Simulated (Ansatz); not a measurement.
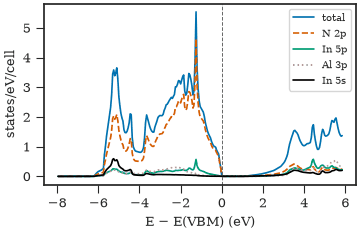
Fig. 1. Total and projected density of states of AlInN2 in space group P3m1 (No. 156; In on 1b, N on 1b, Al on 1c, N on 1c), PBE (plane waves, PAW; program Ansatz)

Problem. Which orbitals carry the states next to the gap?

Solution. Top 1 eV of the valence band: N 2p 88 %, In 5p 6 %. Bottom 1 eV of the conduction band: N 2p 29 %, N 2s 28 %, In 5s 22 %, Al 3s 10 %, In 5p 7 %. Projections are on Löwdin-orthogonalised atomic valence shells; empty p or d shells of many metals are not among them.

Problem. Where is the tallest occupied peak in this window, and what makes it?

Solution. Near -1.2 eV, about 5.5 states/eV per cell; the largest projected share is N 2p.

The start of the workflow was typed in or built on a structure type; neither database checked (COD, Materials Project) lists it. Its standing as an ambient phase is unchecked. The PBE relaxation kept the symmetry of its start; its stability against distortions is not shown here. Scalar-relativistic: spin–orbit coupling is off unless named, which matters more the heavier the elements.

Potentials: the earlier of the program's two PAW sets.
